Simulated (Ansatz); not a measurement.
# BH₁₈N₃Si₆: how energies converge with the basis set

Aim: see how fast density functionals converge with the basis set for BH₁₈N₃Si₆.

Program: Ansatz 0.2.0, Gaussian basis. Level of theory: one geometry, several basis sets. These are calculated values, not measurements.

Plan: PBE0-D4/def2-SVP; ωB97M-V/def2-SVP; PBE0-D4/def2-QZVPP; ωB97M-V/def2-QZVPP; the functionals' def2-TZVPP values are taken from earlier runs.

## (1) Structure used throughout

The geometry comes from an earlier relaxation with PBE0-D4 in a triple-zeta def2 set; it is a stationary point, not always the lowest conformer.

SMILES `[SiH3]N([SiH3])B(N([SiH3])[SiH3])N([SiH3])[SiH3]`, 28 atoms, charge 0, spin multiplicity 1.

Atoms are counted from 1 here; the program's logs count them from 0.

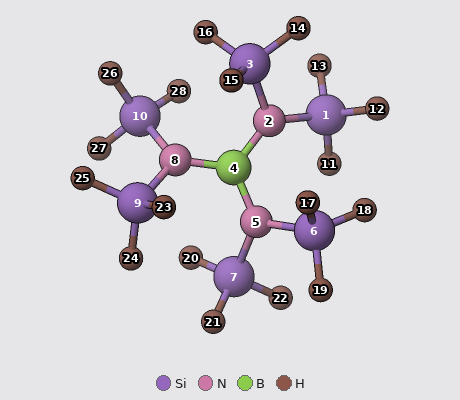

The structure; silicon purple, nitrogen pink, boron green, hydrogen brown; atoms are numbered from 1 in the order of the file.

As a file:

```xyz
28
charge 0, multiplicity 1
Si   -1.0604   -1.8519   -1.8528
N    -0.4984   -1.3314   -0.2870
Si   -0.3460   -2.5344    0.9666
B     0.0004   -0.0005   -0.0051
N    -0.7474    1.1605   -0.4436
Si   -2.4883    1.0660   -0.4019
Si   -0.0246    2.5638   -1.1831
N     1.1945    0.1690    0.7984
Si    1.2058    1.4617    1.9689
Si    2.6777   -0.7086    0.5374
H    -0.8745   -0.7448   -2.8223
H    -2.4833   -2.2774   -1.8275
H    -0.2459   -3.0218   -2.2808
H    -1.2285   -3.6689    0.5851
H    -0.7828   -1.9695    2.2673
H     1.0404   -3.0515    1.1114
H    -2.9342    0.4909    0.8912
H    -3.0534    0.2494   -1.5084
H    -2.9991    2.4557   -0.5413
H     1.4320    2.3295   -1.3372
H    -0.2643    3.8008   -0.3966
H    -0.6360    2.7562   -2.5264
H    -0.0646    1.4623    2.7357
H     1.3932    2.8022    1.3538
H     2.3497    1.2053    2.8839
H     3.0658   -1.5219    1.7181
H     3.7683    0.2724    0.2857
H     2.5176   -1.5787   -0.6532
```

## (2) PBE0-D4 in def2-SVP

in.yaml

```yaml
crystal:
  periodic: [false, false, false]
  atoms:
    - {symbol: Si, position_ang: [-1.060403, -1.851939, -1.852751]}
    - {symbol: N, position_ang: [-0.498397, -1.331429, -0.287009]}
    - {symbol: Si, position_ang: [-0.345974, -2.534371, 0.966551]}
    - {symbol: B, position_ang: [0.000403, -0.000531, -0.005096]}
    - {symbol: N, position_ang: [-0.747354, 1.160529, -0.443566]}
    - {symbol: Si, position_ang: [-2.488336, 1.066008, -0.401932]}
    - {symbol: Si, position_ang: [-0.024604, 2.563846, -1.183114]}
    - {symbol: N, position_ang: [1.194460, 0.168954, 0.798449]}
    - {symbol: Si, position_ang: [1.205763, 1.461736, 1.968902]}
    - {symbol: Si, position_ang: [2.677696, -0.708621, 0.537426]}
    - {symbol: H, position_ang: [-0.874548, -0.744804, -2.822263]}
    - {symbol: H, position_ang: [-2.483268, -2.277381, -1.827468]}
    - {symbol: H, position_ang: [-0.245911, -3.021773, -2.280780]}
    - {symbol: H, position_ang: [-1.228536, -3.668916, 0.585130]}
    - {symbol: H, position_ang: [-0.782803, -1.969512, 2.267277]}
    - {symbol: H, position_ang: [1.040387, -3.051484, 1.111364]}
    - {symbol: H, position_ang: [-2.934192, 0.490933, 0.891230]}
    - {symbol: H, position_ang: [-3.053421, 0.249445, -1.508414]}
    - {symbol: H, position_ang: [-2.999108, 2.455732, -0.541272]}
    - {symbol: H, position_ang: [1.431951, 2.329484, -1.337178]}
    - {symbol: H, position_ang: [-0.264259, 3.800834, -0.396642]}
    - {symbol: H, position_ang: [-0.635972, 2.756220, -2.526380]}
    - {symbol: H, position_ang: [-0.064621, 1.462295, 2.735672]}
    - {symbol: H, position_ang: [1.393192, 2.802235, 1.353818]}
    - {symbol: H, position_ang: [2.349681, 1.205286, 2.883914]}
    - {symbol: H, position_ang: [3.065755, -1.521941, 1.718121]}
    - {symbol: H, position_ang: [3.768264, 0.272439, 0.285720]}
    - {symbol: H, position_ang: [2.517556, -1.578674, -0.653210]}
basis:
  gaussian: {orbitals: def2-SVP}
hamiltonian: {xc: pbe0, dispersion: d4}
output: {orbitals: {seedname: orbitals}}
```

The run is started by

```sh
ansatz run in.yaml --threads 5 --pin off --events-out ev --progress --plain --max-ram 66560MiB --backend cpu
```

Output:

```text
Functional definition: PBE0
  name "PBE0"
  cite "Adamo & Barone, J. Chem. Phys. 110, 6158 (1999) doi:10.1063/1.478522"
  cite "Perdew, Burke & Ernzerhof, Phys. Rev. Lett. 77, 3865 (1996) doi:10.1103/PhysRevLett.77.3865"
  parent pbe
  parameter a = 0.25
  parameter kappa = 0.804
  parameter beta = 0.06672455060314922
  exchange = (1 - a)*pbe_x(kappa = kappa, mu = beta*pi^2/3) + a*exact_x
  correlation = pbe_c(beta = beta)
2890 factors; their error is unknown
mean field evaluation 1: about -52653.3707 eV, gradient 7.6e1 eV
mean field evaluation 2: about -52630.1400 eV, gradient 1.2e2 eV
mean field evaluation 4: about -52664.8718 eV, gradient 5.1e0 eV
mean field evaluation 8: about -52665.2267 eV, gradient 1.8e-2 eV
mean field -52665.22674762 eV, -1935.4113852023 hartree, gradient 3.5e-5 eV, S^2 0.000000; 0 other end points of the search recorded, 0 dependent functions left out
reference -52665.22679303 eV, -1935.4113868709 hartree; 64, 64 occupied and 190, 190 virtual orbitals, 2890 factors
Total energy: -52666.28990809 eV, -1935.4504556290 hartree
```

It took 8 s on 5 threads of AMD EPYC 7R13, shared host; peak memory 1.8 GiB.

## (3) ωB97M-V in def2-SVP

in.yaml, as its differences from that of step 2:

```diff
@@ -33,3 +33,3 @@
   gaussian: {orbitals: def2-SVP}
-hamiltonian: {xc: pbe0, dispersion: d4}
+hamiltonian: {xc: {name: wB97M-V}}
 output: {orbitals: {seedname: orbitals}}
```

Launched as before.

Output, shortened:

```text
Functional definition: wB97M-V
  name "wB97M-V"
  cite "Mardirossian & Head-Gordon, J. Chem. Phys. 144, 214110 (2016) doi:10.1063/1.4952647"
  cite "Becke, J. Chem. Phys. 107, 8554 (1997) doi:10.1063/1.475007"
  cite "Vydrov & Van Voorhis, J. Chem. Phys. 133, 244103 (2010) doi:10.1063/1.3521275"
  # Of w^i u^j: cxij and so on, Table III.
[...]
  gx(w, u) = 1 - cx + cx01*u + cx10*w
  gss(w, u) = css00 + css04*u^4 + css10*w + css20*w^2 + css43*w^4*u^3
  gos(w, u) = cos00 + cos10*w + (cos20 + cos21*u)*w^2 + (cos60 + cos61*u)*w^6
[...]
      + integral(e_c_pw_mod_opposite_spin*gos(b97_w_opposite, b97_u_opposite)) + vv10(b, c)
2890 factors; their error is unknown
901 factors; integrals over basis functions are off by at most 5.5e-6 eV
[...]
mean field -52685.64348706 eV, -1936.1616865376 hartree, gradient 6.5e-5 eV, S^2 0.000000; 0 other end points of the search recorded, 0 dependent functions left out
reference -52685.64355928 eV, -1936.1616891915 hartree; 64, 64 occupied and 190, 190 virtual orbitals, 2890 factors
Total energy: -52685.64355928 eV, -1936.1616891915 hartree
```

It took 22 s on 5 threads of AMD EPYC 7R13, shared host; peak memory 2.3 GiB.

## (4) PBE0-D4 in def2-QZVPP

in.yaml, as its differences from that of step 3:

```diff
@@ -32,4 +32,4 @@
 basis:
-  gaussian: {orbitals: def2-SVP}
-hamiltonian: {xc: {name: wB97M-V}}
+  gaussian: {orbitals: "def2-QZVPP.json"}
+hamiltonian: {xc: pbe0, dispersion: d4}
 output: {orbitals: {seedname: orbitals}}
```

The run is started by

```sh
ansatz run in.yaml --threads 5 --pin off --events-out ev --progress --plain --max-ram 66560MiB --backend cuda --devices 0, --max-vram 37GiB
```

Output:

```text
Functional definition: PBE0
  name "PBE0"
  cite "Adamo & Barone, J. Chem. Phys. 110, 6158 (1999) doi:10.1063/1.478522"
  cite "Perdew, Burke & Ernzerhof, Phys. Rev. Lett. 77, 3865 (1996) doi:10.1103/PhysRevLett.77.3865"
  parent pbe
  parameter a = 0.25
  parameter kappa = 0.804
  parameter beta = 0.06672455060314922
  exchange = (1 - a)*pbe_x(kappa = kappa, mu = beta*pi^2/3) + a*exact_x
  correlation = pbe_c(beta = beta)
4132 factors; their error is unknown
mean field evaluation 1: about -52672.4563 eV, gradient 9.6e1 eV
mean field evaluation 2: about -52621.9928 eV, gradient 1.7e2 eV
mean field evaluation 4: about -52689.7416 eV, gradient 9.9e0 eV
mean field evaluation 8: about -52689.9754 eV, gradient 5.9e-2 eV
mean field evaluation 16: about -52690.0104 eV, gradient 3.8e-5 eV
mean field -52690.01042599 eV, -1936.3221685833 hartree, gradient 3.8e-5 eV, S^2 0.000000; 0 other end points of the search recorded, 0 dependent functions left out
reference -52690.01049807 eV, -1936.3221712320 hartree; 64, 64 occupied and 1124, 1124 virtual orbitals, 4132 factors
Total energy: -52691.07361313 eV, -1936.3612399901 hartree
```

Run time: 14 s. Hardware: 1 × H100 (card shared with other runs) with 5 threads of AMD EPYC 7R13, shared host; peak host memory 1.9 GiB.

## (5) ωB97M-V in def2-QZVPP

in.yaml, as its differences from that of step 4:

```diff
@@ -33,3 +33,3 @@
   gaussian: {orbitals: "def2-QZVPP.json"}
-hamiltonian: {xc: pbe0, dispersion: d4}
+hamiltonian: {xc: {name: wB97M-V}}
 output: {orbitals: {seedname: orbitals}}
```

Launched as before.

Output, shortened:

```text
Functional definition: wB97M-V
  name "wB97M-V"
  cite "Mardirossian & Head-Gordon, J. Chem. Phys. 144, 214110 (2016) doi:10.1063/1.4952647"
  cite "Becke, J. Chem. Phys. 107, 8554 (1997) doi:10.1063/1.475007"
  cite "Vydrov & Van Voorhis, J. Chem. Phys. 133, 244103 (2010) doi:10.1063/1.3521275"
  # Of w^i u^j: cxij and so on, Table III.
[...]
  gx(w, u) = 1 - cx + cx01*u + cx10*w
  gss(w, u) = css00 + css04*u^4 + css10*w + css20*w^2 + css43*w^4*u^3
  gos(w, u) = cos00 + cos10*w + (cos20 + cos21*u)*w^2 + (cos60 + cos61*u)*w^6
[...]
      + integral(e_c_pw_mod_opposite_spin*gos(b97_w_opposite, b97_u_opposite)) + vv10(b, c)
4012 factors; their error is unknown
1032 factors; integrals over basis functions are off by at most 6.2e-6 eV
[...]
mean field -52710.65174997 eV, -1937.0807232485 hartree, gradient 3.7e-5 eV, S^2 0.000000; 0 other end points of the search recorded, 0 dependent functions left out
reference -52710.65186545 eV, -1937.0807274920 hartree; 64, 64 occupied and 1124, 1124 virtual orbitals, 4012 factors
Total energy: -52710.65186545 eV, -1937.0807274920 hartree
```

Wall time 24 s (1 × H100 (card shared with other runs) with 5 threads of AMD EPYC 7R13, shared host); peak host memory 2.1 GiB.

## (6) Density functionals: the series

The def2-TZVPP values come from earlier runs at the same geometry.

```tsv
functional	basis	functions	energy (eV)	from the largest (eV)	HOMO (eV)	LUMO (eV)
PBE0-D4	def2-SVP	254	-52666.2899	24.784	-7.76	-0.11
PBE0-D4	def2-TZVPP	628	-52689.1142	1.959	-7.85	-0.45
PBE0-D4	def2-QZVPP	1188	-52691.0736	0.000	-7.86	-0.51
ωB97M-V	def2-SVP	254	-52685.6436	25.008	-9.96	1.72
ωB97M-V	def2-TZVPP	628	-52708.8544	1.798	-10.10	1.22
ωB97M-V	def2-QZVPP	1188	-52710.6519	0.000	-10.10	1.04
```

## (7) Results

| quantity | value |
| --- | --- |
| PBE0-D4: double and triple zeta above quadruple | 24.78, 1.96 eV |
| ωB97M-V: double and triple zeta above quadruple | 25.01, 1.80 eV |

What this shows: For PBE0-D4 the step from double to triple zeta gains 22.82 eV and the next only 1.96 eV. Total energies overstate the basis error of differences, where much of it tends to cancel. The LUMO of ωB97M-V is positive and keeps falling with the basis (1.72 to 1.04 eV): an unbound level that the basis holds in place.
